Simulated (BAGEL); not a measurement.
# A workflow on C2H7NSi (SMILES NC1C[SiH2]1)

We compute the energy (HF/def2-SV(P)), then a single-point energy (NEVPT2(2,2)/def2-SV(P)), then the energy (CASPT2(2,2)/def2-SV(P)) of C2H7NSi. 

The calculation is run with BAGEL 1.2.2.

2 further runs of the same task are left out: 2 set aside as unsound or not needed.

### Step 1. The structure to begin with

C2H7NSi: 11 atoms, total charge 0, spin state singlet. SMILES: `NC1C[SiH2]1`. One bond was lengthened or shortened from a relaxed shape.

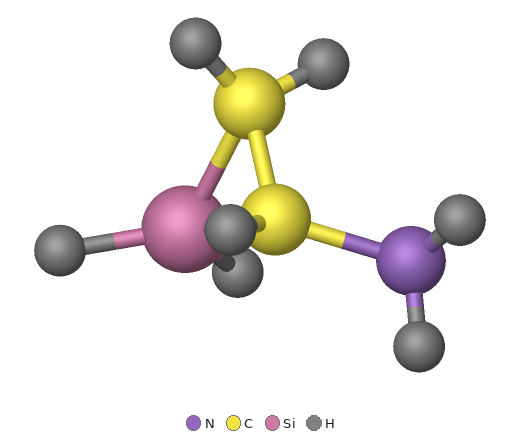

The structure, seen from a chosen angle (nitrogen purple, carbon yellow, silicon pink, hydrogen grey).

### Step 2. A single-point energy at HF/def2-SV(P) (density fitting with svp-jkfit) (run 1)

input.json reads:

```json
{ "bagel": [

{
  "title": "molecule",
  "basis": "def2-sv_p_.json",
  "df_basis": "svp-jkfit",
  "angstrom": "true",
  "geometry": [
    { "atom": "N", "xyz": [   -1.545033,    0.861912,   -0.359073 ] },
    { "atom": "C", "xyz": [    0.048100,    0.587400,   -0.015100 ] },
    { "atom": "C", "xyz": [    0.296100,   -0.519700,    1.025200 ] },
    { "atom": "Si", "xyz": [    0.845000,   -0.955900,   -0.685100 ] },
    { "atom": "H", "xyz": [   -1.658233,    1.324112,   -1.250873 ] },
    { "atom": "H", "xyz": [   -1.981833,    1.437312,    0.352627 ] },
    { "atom": "H", "xyz": [    0.701400,    1.454200,    0.118600 ] },
    { "atom": "H", "xyz": [    1.025100,   -0.311700,    1.801300 ] },
    { "atom": "H", "xyz": [   -0.607900,   -0.997000,    1.390600 ] },
    { "atom": "H", "xyz": [    2.288700,   -0.939900,   -1.005500 ] },
    { "atom": "H", "xyz": [    0.030300,   -1.890100,   -1.486800 ] }
  ]
},
{ "title": "hf", "charge": 0 },
{ "title": "print", "file": "orbitals.molden", "orbitals": "true" }

]}
```

The basis set def2-SV(P) is read from a file made from the Basis Set Exchange's data (not shown).

The run is started by

```console
$ BAGEL_NUM_THREADS=1 BAGEL input.json > input.out
```

What it wrote:

```text
* using 1 threads per process

  ===============================================================
  ===============================================================

  *** Geometry ***

  { "atom" : "N", "xyz" : [     -2.919689,      1.628778,     -0.678550 ] },
  { "atom" : "C", "xyz" : [      0.090896,      1.110025,     -0.028535 ] },
  { "atom" : "C", "xyz" : [      0.559548,     -0.982091,      1.937347 ] },
[... 7 lines of this table left out ...]
  { "atom" : "H", "xyz" : [      0.057259,     -3.571771,     -2.809645 ] },

  Number of auxiliary basis functions:      481

  Since a DF basis is specified, we compute 2- and 3-index integrals:
    o Being stored without compression. Storage requirement is 0.021 GB

  Number of basis functions:       74
  Number of electrons      :       40

    * METHOD: MOLECULE                             0.25

  *** RHF ***

  === Nuclear Repulsion ===
   161.0975193795

      * DIIS with orbital gradients will be used.

  === RHF iteration (def2-sv_p_.json) ===
      0       -422.69775946          0.01867337           0.05
      1       -422.84518871          0.01004568           0.05
      2       -422.88962673          0.00166994           0.04
[... 11 lines of this table left out ...]
     14       -422.89157863          0.00000000           0.05
    * SCF iteration converged.

    * Permanent dipole moment:
           (   -0.324135,    -0.367826,     0.045834) a.u.

    * METHOD: HF                                   0.84

    * METHOD: PRINT                                0.02

  ===============================================================
```

Wall time 1.5 s (1 thread of AMD EPYC 7R43 (Zen 3), shared host); peak memory 0.14 GiB.

### Step 3. The energy at NEVPT2(2,2)/def2-SV(P) (density fitting with svp-jkfit) (run 2)

input.json reads:

```json
{ "bagel" : [

{
  "title" : "molecule",
  "basis" : "def2-sv_p_.json",
  "df_basis" : "svp-jkfit",
  "angstrom" : true,
  "geometry" : [
    { "atom" : "N", "xyz" : [   -1.545033,    0.861912,   -0.359073 ] },
    { "atom" : "C", "xyz" : [    0.048100,    0.587400,   -0.015100 ] },
    { "atom" : "C", "xyz" : [    0.296100,   -0.519700,    1.025200 ] },
    { "atom" : "Si", "xyz" : [    0.845000,   -0.955900,   -0.685100 ] },
    { "atom" : "H", "xyz" : [   -1.658233,    1.324112,   -1.250873 ] },
    { "atom" : "H", "xyz" : [   -1.981833,    1.437312,    0.352627 ] },
    { "atom" : "H", "xyz" : [    0.701400,    1.454200,    0.118600 ] },
    { "atom" : "H", "xyz" : [    1.025100,   -0.311700,    1.801300 ] },
    { "atom" : "H", "xyz" : [   -0.607900,   -0.997000,    1.390600 ] },
    { "atom" : "H", "xyz" : [    2.288700,   -0.939900,   -1.005500 ] },
    { "atom" : "H", "xyz" : [    0.030300,   -1.890100,   -1.486800 ] }
  ]
},
{
  "title" : "hf",
  "charge" : 0
},
{
  "title" : "nevpt2",
  "nstate" : 1,
  "nact" : 2,
  "nclosed" : 19,
  "charge" : 0,
  "active" : [9, 31],
  "maxiter" : 200,
  "natocc" : true,
  "ncore" : 8
},
{
  "title" : "print",
  "file" : "orbitals.molden",
  "orbitals" : true
}

]}
```

The basis set def2-SV(P) is read from a file made from the Basis Set Exchange's data (not shown).

The run is started by

```console
$ BAGEL_NUM_THREADS=1 BAGEL input.json > input.out
```

What it wrote:

```text
* using 1 threads per process

  ===============================================================
  ===============================================================

  *** Geometry ***

  { "atom" : "N", "xyz" : [     -2.919689,      1.628778,     -0.678550 ] },
  { "atom" : "C", "xyz" : [      0.090896,      1.110025,     -0.028535 ] },
  { "atom" : "C", "xyz" : [      0.559548,     -0.982091,      1.937347 ] },
[... 7 lines of this table left out ...]
  { "atom" : "H", "xyz" : [      0.057259,     -3.571771,     -2.809645 ] },

[... 23 lines left out ...]
    * SCF iteration converged.
[... 1 line left out ...]
    * Permanent dipole moment:
[... 28 lines left out ...]
    * Second-order optimization converged. *
[... 9 lines left out ...]
     * ci vector, state   0, <S^2> = 0.0000
       2.     0.9910847456
       .2    -0.1332329805

  === DF-NEVPT2 calculation ===

    * 3-index integral transformation done
    * assembly done

      NEVPT2 correlation energy:   -0.4762793208      0.11

          (+0)     -0.3760536248
          (+0)'    -0.0380170307
          (+1)     -0.0111258991
          (+1)'    -0.0000000000
          (+2)     -0.0006694151
          (-1)     -0.0452788382
          (-1)'     0.0000000000
          (-2)     -0.0051345128

      NEVPT2 total energy:       -423.3921582209

    * METHOD: NEVPT2                               3.39

    * METHOD: PRINT                                0.02

  ===============================================================
```

It took 5.1 s on 1 thread of AMD EPYC 7R43 (Zen 3), shared host; peak memory 0.14 GiB.

### Step 4. The energy at CASPT2(2,2)/def2-SV(P) (density fitting with svp-jkfit) (run 3)

caspt2.json reads:

```json
{ "bagel" : [

{
  "title" : "molecule",
  "basis" : "def2-sv_p_.json",
  "df_basis" : "svp-jkfit",
  "angstrom" : true,
  "geometry" : [
    { "atom" : "N", "xyz" : [      -1.545033,       0.861912,      -0.359073 ] },
    { "atom" : "C", "xyz" : [       0.048100,       0.587400,      -0.015100 ] },
    { "atom" : "C", "xyz" : [       0.296100,      -0.519700,       1.025200 ] },
    { "atom" : "Si", "xyz" : [       0.845000,      -0.955900,      -0.685100 ] },
    { "atom" : "H", "xyz" : [      -1.658233,       1.324112,      -1.250873 ] },
    { "atom" : "H", "xyz" : [      -1.981833,       1.437312,       0.352627 ] },
    { "atom" : "H", "xyz" : [       0.701400,       1.454200,       0.118600 ] },
    { "atom" : "H", "xyz" : [       1.025100,      -0.311700,       1.801300 ] },
    { "atom" : "H", "xyz" : [      -0.607900,      -0.997000,       1.390600 ] },
    { "atom" : "H", "xyz" : [       2.288700,      -0.939900,      -1.005500 ] },
    { "atom" : "H", "xyz" : [       0.030300,      -1.890100,      -1.486800 ] }
  ]
},

{
  "title" : "hf",
  "charge" : 0
},

{
  "title" : "casscf",
  "nstate" : 1,
  "nact" : 2,
  "nclosed" : 19,
  "charge" : 0,
  "active" : [9, 31],
  "maxiter" : 200,
  "natocc" : true
},

{
  "title" : "print",
  "file" : "orbitals.molden",
  "orbitals" : true
},

{
  "title" : "smith",
  "method" : "caspt2",
  "ms" : true,
  "xms" : true,
  "sssr" : true,
  "shift" : 0.2,
  "shift_imag" : true,
  "ncore" : 8
}

]}
```

The basis set def2-SV(P) is read from a file made from the Basis Set Exchange's data (not shown).

The run is started by

```console
$ BAGEL_NUM_THREADS=1 BAGEL caspt2.json > caspt2.out
```

What it wrote:

```text
* using 1 threads per process

  ===============================================================
  ===============================================================

  *** Geometry ***

  { "atom" : "N", "xyz" : [     -2.919689,      1.628778,     -0.678550 ] },
  { "atom" : "C", "xyz" : [      0.090896,      1.110025,     -0.028535 ] },
  { "atom" : "C", "xyz" : [      0.559548,     -0.982091,      1.937347 ] },
[... 7 lines of this table left out ...]
  { "atom" : "H", "xyz" : [      0.057259,     -3.571771,     -2.809645 ] },

[... 25 lines left out ...]
    * Permanent dipole moment:
[... 37 lines left out ...]
     * ci vector, state   0, <S^2> = 0.0000
[... 21 lines left out ...]
       #      aibj      arbs      arbi      airj      risj      airs      arst      rist         Etot      error   time
[... 9 lines left out ...]
      ------------------------------------------------------------------------------------------------------------------

    * CASPT2 energy : state  0     -423.3950972707
        w/o shift correction       -423.3921757183
        reference weight              0.8514996651

    * METHOD: SMITH                                0.53

  ===============================================================
```

Run time: 5.7 s. Hardware: 1 thread of AMD EPYC 7R43 (Zen 3), shared host; peak memory 0.14 GiB.

### Step 5. What came out

| quantity | value |
| --- | --- |
| run 1, HF/def2-SV(P): total energy | -422.89158 Eh |
| run 1, HF/def2-SV(P): dipole moment | 1.25 D |
| run 1, HF/def2-SV(P): HOMO energy | -9.44 eV |
| run 1, HF/def2-SV(P): LUMO energy | 4.01 eV |
| run 1, HF/def2-SV(P): HOMO–LUMO gap | 13.45 eV |
| run 2, NEVPT2(2,2)/def2-SV(P): total energy | -423.39216 Eh |
| run 3, CASPT2(2,2)/def2-SV(P): total energy | -423.39510 Eh |
